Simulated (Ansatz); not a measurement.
**Molecular dynamics of BNH$_{5}$O$_{2}$F (part 3 of 3)**

BNH$_{5}$O$_{2}$F; RKS BLYP-D4/cc-pVDZ (Ansatz 0.2.0). It belongs to a series of runs on one base structure; here: dynamics from the highest image of the converged band.

Geometry of the input (Å):
```
B  -0.3312  0.2495  -0.1573
F  0.8899  -0.7599  -1.2496
O  0.0333  1.5642  -0.4455
O  -1.6283  -0.1906  -0.3496
H  0.9744  -0.9971  -0.0621
N  0.3982  -0.5626  0.9601
H  0.9696  1.6117  -0.7174
H  -2.0474  0.3217  -1.0679
H  0.9488  -0.0122  1.6291
H  -0.2070  -1.2249  1.4604
```

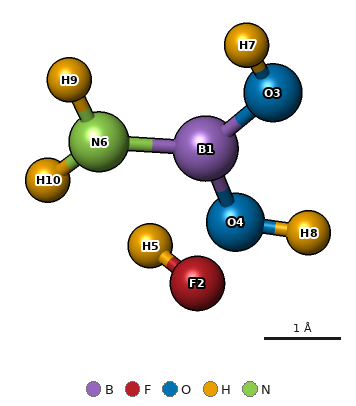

Fig. 1: The geometry at step 105 of the log (ball-and-stick view, seen at a tilt; atoms are numbered from 1 in the order of the input).

```
Total energy: -9061.08780457 eV, -332.9888349920 hartree
Atom 0 at    -0.588497     0.505337     0.280175 Å, force     0.072805    -0.542871    -0.625429 eV/Å
Atom 1 at     1.522466    -1.361862    -1.923777 Å, force    -0.110782     0.114577     0.185146 eV/Å
Atom 2 at    -0.216927     1.740331    -0.234677 Å, force     0.684556     0.139252     0.428945 eV/Å
Atom 3 at    -1.780397    -0.021563    -0.189728 Å, force    -0.306516     0.226654     0.330819 eV/Å
Atom 4 at     1.154443    -1.265297    -1.059311 Å, force    -0.050397     0.008010     0.176066 eV/Å
Atom 5 at     0.222230    -0.380808     1.090556 Å, force     0.318160     0.276246     0.122113 eV/Å
Atom 6 at     0.708335     1.981010     0.004980 Å, force    -0.426397     0.005285    -0.070469 eV/Å
Atom 7 at    -2.261953     0.691451    -0.655893 Å, force    -0.024307    -0.166560    -0.141394 eV/Å
Atom 8 at     0.990679     0.001173     1.664967 Å, force    -0.292254    -0.166468    -0.241418 eV/Å
Atom 9 at    -0.284912    -1.111218     1.607816 Å, force     0.135133     0.105875    -0.164379 eV/Å
Dipole moment:     0.052243     0.298351     0.685484 e Å
```

**Trajectory as extended XYZ (Å, eV, eV/Å), 20 of the 201 frames kept, from step=0 to step=200**
```
10
Properties=species:S:1:pos:R:3:forces:R:3 step=0 time_fs=0.0 energy=-9060.92441 temperature=100.0
B    -0.3312    0.2495   -0.1573   -0.0029   0.0006   0.0025
F     0.8899   -0.7599   -1.2496   -0.0009   0.0004  -0.0007
O     0.0333    1.5642   -0.4455    0.0020  -0.0010  -0.0003
O    -1.6283   -0.1906   -0.3496    0.0022   0.0012  -0.0017
H     0.9744   -0.9971   -0.0621    0.0001  -0.0001   0.0008
N     0.3982   -0.5626    0.9601    0.0021  -0.0008  -0.0010
H     0.9696    1.6117   -0.7174    0.0001   0.0004  -0.0001
H    -2.0474    0.3217   -1.0679   -0.0018  -0.0010  -0.0003
H     0.9488   -0.0122    1.6291   -0.0009   0.0005   0.0004
H    -0.2070   -1.2249    1.4604    0.0001  -0.0001   0.0003
10
Properties=species:S:1:pos:R:3:forces:R:3 step=11 time_fs=5.5 energy=-9060.89557 temperature=72.3
B    -0.3396    0.2667   -0.1409    0.1458  -0.7652   1.1329
F     0.8840   -0.7660   -1.2545    0.3799  -0.0993  -0.4673
O     0.0271    1.5542   -0.4396   -0.0984   0.6370  -0.1906
O    -1.6103   -0.1885   -0.3511   -0.5067  -0.0344  -0.3583
H     0.9980   -0.9553   -0.1618   -0.0426  -0.2649  -0.0172
N     0.3940   -0.5608    0.9623    0.0841   0.6182  -0.1851
H     0.9455    1.5863   -0.7411    0.4383   0.1140  -0.0950
H    -1.9472    0.3029   -1.1254   -0.3257  -0.0319  -0.0275
H     0.9259    0.0116    1.6261    0.0130  -0.0377   0.1255
H    -0.2103   -1.2161    1.4623   -0.0877  -0.1358   0.0824
10
Properties=species:S:1:pos:R:3:forces:R:3 step=21 time_fs=10.5 energy=-9060.93784 temperature=113.2
B    -0.3442    0.2674   -0.1024    0.0780  -0.1836   1.0061
F     0.8834   -0.7730   -1.2652    0.5798  -0.2891  -1.0357
O     0.0240    1.5543   -0.4383    0.8053   0.4860  -0.4652
O    -1.6020   -0.1867   -0.3584   -0.7925  -0.1309  -0.5219
H     1.0119   -0.9760   -0.2518    0.0361  -0.2078   0.1604
N     0.3904   -0.5504    0.9633   -0.1963   0.2777   0.4743
H     0.9576    1.5836   -0.7625   -0.5072   0.0383   0.2842
H    -1.9197    0.2700   -1.1681   -0.1591  -0.0824   0.2303
H     0.9044    0.0207    1.6463    0.0000  -0.0836   0.0204
H    -0.2155   -1.2189    1.4678    0.1559   0.1754  -0.1529
10
Properties=species:S:1:pos:R:3:forces:R:3 step=32 time_fs=16.0 energy=-9060.99927 temperature=172.7
B    -0.3489    0.2656   -0.0380   -0.5378   1.0377  -0.4698
F     0.8912   -0.7851   -1.2910    0.7113  -0.5714  -0.8114
O     0.0275    1.5612   -0.4418   -0.6928  -0.3513   0.3640
O    -1.6048   -0.1880   -0.3728   -0.1692  -0.4911   0.4680
H     1.0315   -1.0459   -0.3217   -0.0598   0.1718  -0.1412
N     0.3846   -0.5324    0.9724    0.1556   0.1542   0.5905
H     0.9387    1.5958   -0.7450    0.7387   0.0225  -0.0941
H    -1.9388    0.2308   -1.1809   -0.0352   0.2923  -0.1589
H     0.8866    0.0139    1.6772    0.1588   0.0674   0.0535
H    -0.2060   -1.2054    1.4549   -0.2696  -0.3320   0.1993
10
Properties=species:S:1:pos:R:3:forces:R:3 step=42 time_fs=21.0 energy=-9061.05889 temperature=230.3
B    -0.3645    0.2853    0.0124   -0.7723   0.9968  -0.9979
F     0.9076   -0.8033   -1.3264    0.6497  -0.4923  -1.1412
O     0.0278    1.5638   -0.4425    0.4198  -0.3626   0.1161
O    -1.6114   -0.1952   -0.3817    0.0971  -0.0666   0.3857
H     1.0395   -1.0794   -0.3986   -0.0133   0.1251   0.2881
N     0.3794   -0.5153    0.9934   -0.3540  -0.3746   0.9163
H     0.9796    1.6055   -0.7105   -0.5809  -0.1270   0.3473
H    -1.9524    0.2430   -1.1904    0.2670   0.0791   0.2940
H     0.8969    0.0117    1.7090   -0.0113  -0.0789  -0.0886
H    -0.2198   -1.2246    1.4593    0.2981   0.3010  -0.1198
10
Properties=species:S:1:pos:R:3:forces:R:3 step=53 time_fs=26.5 energy=-9061.17831 temperature=345.6
B    -0.3996    0.3289    0.0453   -0.1787  -0.4064  -0.2032
F     0.9351   -0.8306   -1.3800    0.6094  -0.5107  -0.2626
O     0.0283    1.5604   -0.4395   -0.4084  -0.0175   0.2133
O    -1.6162   -0.2050   -0.3827    0.3927   0.3070   0.6190
H     1.0382   -1.0730   -0.4312   -0.1368   0.2803  -0.1787
N     0.3686   -0.4996    1.0295   -0.2927   0.6186  -0.6618
H     0.9834    1.5912   -0.6104    0.2271  -0.0459   0.1049
H    -1.9197    0.2954   -1.1627   -0.0601   0.0701  -0.0664
H     0.9159   -0.0014    1.7328    0.0989   0.0661   0.1041
H    -0.1995   -1.2175    1.4659   -0.2515  -0.3617   0.3314
10
Properties=species:S:1:pos:R:3:forces:R:3 step=63 time_fs=31.5 energy=-9061.21883 temperature=384.8
B    -0.4361    0.3612    0.0700    0.4573  -1.1985   0.6603
F     0.9681   -0.8618   -1.4342    0.4474  -0.2768  -0.2256
O     0.0250    1.5569   -0.4337    0.0321   0.2740   0.0510
O    -1.6153   -0.2087   -0.3753    0.0179   0.7232   0.1657
H     1.0108   -1.0119   -0.4736   -0.0375   0.0249   0.0818
N     0.3516   -0.4784    1.0559   -0.7009   0.2370  -0.3506
H     1.0020    1.5663   -0.4900   -0.1345   0.0573   0.0771
H    -1.8954    0.3483   -1.1343   -0.1907  -0.2407   0.0208
H     0.9417   -0.0100    1.7591   -0.1510  -0.0312  -0.2296
H    -0.1944   -1.2364    1.5131    0.2599   0.4308  -0.2509
10
Properties=species:S:1:pos:R:3:forces:R:3 step=74 time_fs=37.0 energy=-9061.25253 temperature=417.5
B    -0.4649    0.3694    0.1114    0.7229  -0.3861   0.1954
F     1.0109   -0.9004   -1.4960    0.2632  -0.1296   0.3562
O     0.0206    1.5566   -0.4259    0.3784  -0.1351   0.4092
O    -1.6143   -0.2018   -0.3631   -0.5077   0.4245   0.0913
H     0.9707   -0.9352   -0.5203    0.1093  -0.1906  -0.2958
N     0.3214   -0.4474    1.0747   -0.2166   0.5140  -0.7348
H     1.0044    1.5573   -0.3336   -0.4926   0.2285  -0.0945
H    -1.9207    0.3554   -1.1102   -0.1007  -0.2116   0.0045
H     0.9507   -0.0104    1.7467    0.1493   0.2557  -0.0031
H    -0.1663   -1.2091    1.5345   -0.3054  -0.3698   0.0714
10
Properties=species:S:1:pos:R:3:forces:R:3 step=84 time_fs=42.0 energy=-9061.25797 temperature=422.8
B    -0.4760    0.3678    0.1524    0.1216   0.6946  -1.1181
F     1.0534   -0.9372   -1.5497    0.1879  -0.0636  -0.1785
O     0.0177    1.5545   -0.4127   -0.6253  -0.4090   0.5019
O    -1.6204   -0.1893   -0.3495   -0.5862  -0.1406   0.4293
H     0.9581   -0.9105   -0.5999    0.1015  -0.2328   0.2923
N     0.2896   -0.4132    1.0831    0.2483  -0.5242   0.5850
H     0.9620    1.6047   -0.2110    0.4989   0.3322  -0.0086
H    -1.9725    0.3210   -1.0989    0.0384   0.1141  -0.1348
H     0.9699    0.0302    1.7139   -0.1741  -0.0973  -0.1619
H    -0.1760   -1.2144    1.5424    0.1889   0.3267  -0.2066
10
Properties=species:S:1:pos:R:3:forces:R:3 step=95 time_fs=47.5 energy=-9061.25096 temperature=416.0
B    -0.4848    0.3813    0.1703   -0.2699   0.4547  -1.3954
F     1.1028   -0.9786   -1.6087    0.0207  -0.0212   0.5340
O     0.0105    1.5471   -0.3892    0.5910   0.5226   0.3929
O    -1.6376   -0.1767   -0.3287   -0.6225  -0.0279   0.1011
H     0.9735   -0.9444   -0.6525    0.1063  -0.1416  -0.3004
N     0.2596   -0.3827    1.0990    0.5277  -0.4822   0.1794
H     0.9408    1.7343   -0.0954   -0.7660  -0.0748  -0.2672
H    -2.0105    0.2977   -1.1010    0.2700   0.0161   0.2160
H     0.9745    0.0656    1.6620    0.1876  -0.0584   0.3006
H    -0.1703   -1.1945    1.5314   -0.0449  -0.1872   0.2390
10
Properties=species:S:1:pos:R:3:forces:R:3 step=105 time_fs=52.5 energy=-9061.24945 temperature=414.5
B    -0.4977    0.4023    0.1573    0.1065  -0.9026   0.1140
F     1.1484   -1.0167   -1.6583    0.0424  -0.0185  -0.0521
O     0.0062    1.5470   -0.3640   -0.7025   1.1104  -0.8322
O    -1.6618   -0.1666   -0.3063   -0.2381  -0.0192   0.1450
H     1.0078   -1.0099   -0.7204   -0.0409  -0.0252   0.3645
N     0.2421   -0.3635    1.1184    0.4873  -0.3480   0.1608
H     0.8465    1.8597   -0.0223    0.5726   0.0617   0.2976
H    -2.0010    0.2994   -1.0871   -0.0882   0.1825  -0.2058
H     0.9955    0.0707    1.6625   -0.1847  -0.2266  -0.0080
H    -0.1646   -1.1930    1.5612    0.0455   0.1856   0.0162
10
Properties=species:S:1:pos:R:3:forces:R:3 step=116 time_fs=58.0 energy=-9061.21390 temperature=380.1
B    -0.5085    0.4047    0.1455    0.5709  -0.8878   1.0345
F     1.1986   -1.0588   -1.7101   -0.1283  -0.0207   0.6963
O    -0.0035    1.5678   -0.3470   -0.0938   1.2296  -0.6219
O    -1.6937   -0.1543   -0.2819   -0.0775   0.3554  -0.5200
H     1.0445   -1.0890   -0.7608    0.0417   0.0633  -0.3260
N     0.2310   -0.3493    1.1405    0.0386  -0.4910  -0.2461
H     0.7776    1.9666    0.0880   -0.2388  -0.4152  -0.0579
H    -1.9962    0.3251   -1.0840   -0.0881  -0.1168   0.1785
H     1.0018    0.0389    1.6794    0.0958   0.1562  -0.0037
H    -0.1625   -1.1703    1.6095   -0.1204   0.1270  -0.1337
10
Properties=species:S:1:pos:R:3:forces:R:3 step=126 time_fs=63.0 energy=-9061.20525 temperature=371.6
B    -0.5067    0.3883    0.1556    0.2154   0.4816   0.2757
F     1.2432   -1.0972   -1.7510   -0.0448   0.0223   0.0112
O    -0.0163    1.6036   -0.3422   -0.5466  -0.2480  -0.0664
O    -1.7230   -0.1388   -0.2657    0.5411   0.1315  -0.1085
H     1.0797   -1.1491   -0.8226   -0.0704   0.0415   0.3367
N     0.2238   -0.3432    1.1567    0.2818  -0.2884  -0.1954
H     0.6978    1.9890    0.1988    0.0308  -0.1595  -0.0711
H    -2.0197    0.3380   -1.0630   -0.1421   0.0819  -0.0437
H     1.0132    0.0343    1.6861   -0.1027   0.0689  -0.1577
H    -0.1944   -1.1377    1.6354   -0.1625  -0.1317   0.0192
10
Properties=species:S:1:pos:R:3:forces:R:3 step=137 time_fs=68.5 energy=-9061.12203 temperature=291.2
B    -0.5010    0.3820    0.1726   -0.6926   1.2319  -0.6858
F     1.2909   -1.1394   -1.7925   -0.1456   0.0210   0.4605
O    -0.0393    1.6387   -0.3372   -0.6662  -1.3114   0.3814
O    -1.7463   -0.1190   -0.2505    0.9650  -0.0050   0.1578
H     1.1099   -1.2001   -0.8603    0.0047   0.0610  -0.1133
N     0.2193   -0.3441    1.1701   -0.0881  -0.5834  -0.1908
H     0.6190    1.9750    0.2911    0.3663   0.2773  -0.0141
H    -2.0732    0.3644   -1.0321    0.0216   0.1363   0.0321
H     1.0167    0.0513    1.6685   -0.0616  -0.1076   0.0621
H    -0.2586   -1.1144    1.6602    0.2964   0.2798  -0.0898
10
Properties=species:S:1:pos:R:3:forces:R:3 step=147 time_fs=73.5 energy=-9061.10897 temperature=278.7
B    -0.5094    0.4023    0.1755   -0.6055   0.5724  -0.1199
F     1.3326   -1.1774   -1.8253   -0.1341   0.0558   0.3356
O    -0.0677    1.6534   -0.3251    0.1773  -0.7078   0.9136
O    -1.7533   -0.1005   -0.2355    0.7215   0.0486  -0.0928
H     1.1338   -1.2326   -0.8999   -0.0266   0.0433   0.0238
N     0.2150   -0.3518    1.1762    0.0152   0.3572  -1.0210
H     0.5877    1.9977    0.3327   -0.2177   0.0041  -0.6341
H    -2.1162    0.4146   -0.9864    0.1176   0.0083   0.2002
H     1.0115    0.0485    1.6673    0.0350  -0.0741   0.1339
H    -0.2781   -1.0735    1.6863   -0.0827  -0.3077   0.2608
10
Properties=species:S:1:pos:R:3:forces:R:3 step=158 time_fs=79.0 energy=-9061.11921 temperature=288.6
B    -0.5326    0.4374    0.1777    0.1641  -0.6028   1.1068
F     1.3764   -1.2183   -1.8563   -0.0995   0.0872   0.1544
O    -0.0999    1.6566   -0.3011   -0.4365  -0.0532  -0.4804
O    -1.7488   -0.0801   -0.2197    0.1446  -0.1966  -0.1404
H     1.1538   -1.2563   -0.9395   -0.0788   0.0303   0.2240
N     0.2091   -0.3572    1.1665   -0.0796   0.0371  -0.3138
H     0.5603    2.0533    0.2742    0.5973   0.2698   0.2605
H    -2.1448    0.4842   -0.9050   -0.1395   0.1382  -0.1479
H     1.0061    0.0259    1.6914   -0.2179  -0.0142  -0.2278
H    -0.2910   -1.0567    1.7418    0.1458   0.3041  -0.4354
10
Properties=species:S:1:pos:R:3:forces:R:3 step=168 time_fs=84.0 energy=-9061.10293 temperature=272.9
B    -0.5507    0.4578    0.2028    0.6248  -0.7399   1.0976
F     1.4144   -1.2545   -1.8802   -0.2385   0.0867   0.6771
O    -0.1308    1.6612   -0.2816    0.5558   1.2423  -0.1665
O    -1.7434   -0.0632   -0.2092   -0.7643  -0.0031  -0.5725
H     1.1613   -1.2680   -0.9592    0.0524   0.0407  -0.2935
N     0.2026   -0.3593    1.1480    0.1440   0.2595  -0.6374
H     0.5945    2.1180    0.2087   -0.3895  -0.5262  -0.2958
H    -2.1828    0.5567   -0.8333    0.1025  -0.2277   0.1585
H     0.9816    0.0149    1.6812    0.2621   0.2607  -0.0064
H    -0.2989   -1.0192    1.7299   -0.3493  -0.3928   0.0390
10
Properties=species:S:1:pos:R:3:forces:R:3 step=179 time_fs=89.5 energy=-9061.09780 temperature=267.8
B    -0.5577    0.4647    0.2535   -0.1230   0.3995  -0.7536
F     1.4536   -1.2930   -1.8998   -0.0280   0.0933  -0.0243
O    -0.1612    1.6821   -0.2654   -0.2098   0.3706  -0.2200
O    -1.7481   -0.0465   -0.2047   -0.4721  -0.3249   0.1247
H     1.1688   -1.2714   -1.0046   -0.1490   0.0275   0.3758
N     0.1987   -0.3600    1.1209    0.6625  -0.4871   0.7716
H     0.6202    2.1090    0.1138    0.2788  -0.0813   0.1998
H    -2.2191    0.6090   -0.7452   -0.0513   0.1152  -0.1882
H     0.9835    0.0458    1.6506   -0.2725  -0.2406  -0.1011
H    -0.3500   -1.0269    1.6863    0.3646   0.1277  -0.1846
10
Properties=species:S:1:pos:R:3:forces:R:3 step=189 time_fs=94.5 energy=-9061.05932 temperature=230.7
B    -0.5658    0.4778    0.2849   -0.6537   0.6609  -1.7169
F     1.4877   -1.3266   -1.9143   -0.2739   0.1353   0.6741
O    -0.1892    1.7087   -0.2533    0.2687   0.1316   0.3581
O    -1.7608   -0.0348   -0.2001   -0.3491   0.0774   0.2882
H     1.1600   -1.2688   -1.0193    0.1013  -0.0133  -0.3237
N     0.2051   -0.3673    1.1044    0.4618  -0.2965   0.0168
H     0.6693    2.0614    0.0586   -0.1577  -0.1337   0.0051
H    -2.2480    0.6586   -0.6911    0.1323  -0.1467  -0.0316
H     0.9680    0.0427    1.6253    0.3761  -0.0521   0.4270
H    -0.3432   -1.0421    1.6282    0.0942  -0.3630   0.3028
10
Properties=species:S:1:pos:R:3:forces:R:3 step=200 time_fs=100.0 energy=-9061.08751 temperature=257.8
B    -0.5885    0.5053    0.2802    0.0728  -0.5429  -0.6254
F     1.5225   -1.3619   -1.9238   -0.1108   0.1146   0.1851
O    -0.2169    1.7403   -0.2347    0.6846   0.1393   0.4289
O    -1.7804   -0.0216   -0.1897   -0.3065   0.2267   0.3308
H     1.1544   -1.2653   -1.0593   -0.0504   0.0080   0.1761
N     0.2222   -0.3808    1.0906    0.3182   0.2762   0.1221
H     0.7083    1.9810    0.0050   -0.4264   0.0053  -0.0705
H    -2.2620    0.6915   -0.6559   -0.0243  -0.1666  -0.1414
H     0.9907    0.0012    1.6650   -0.2923  -0.1665  -0.2414
H    -0.2849   -1.1112    1.6078    0.1351   0.1059  -0.1644
```
